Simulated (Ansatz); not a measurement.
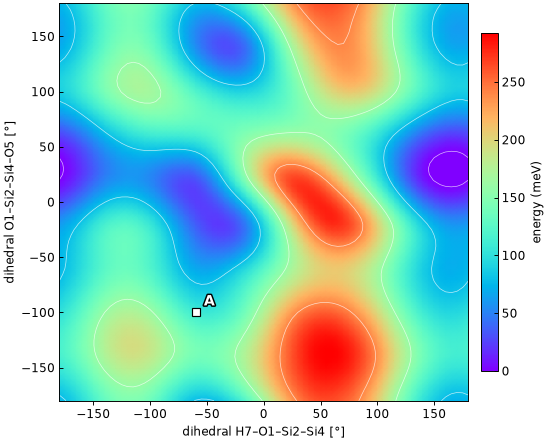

F2H4O2Si2, SMILES O[SiH](F)[SiH](O)F. 
- The first coordinate is: dihedral H7–O1–Si2–Si4; the second: dihedral O1–Si2–Si4–O5.
- Nothing is relaxed (all other coordinates rigid).
- The scan uses a 9 × 9 grid.
- Points are written as (first, second).
- All energies are given in meV relative to the lowest grid point.
- Computed with RKS r2SCAN-D4/def2-SVP (Ansatz).

The picture shows a smooth colour map with a few white contour lines, the point A. Between grid points the surface is interpolated.

### Is A at rest? If not, where is it pushed?

A, at (−60°, −100°), is not a stationary point. The computed force is 0.79 meV for each degree towards larger values of dihedral H7–O1–Si2–Si4 and 1.6 meV for each degree towards larger values of dihedral O1–Si2–Si4–O5.
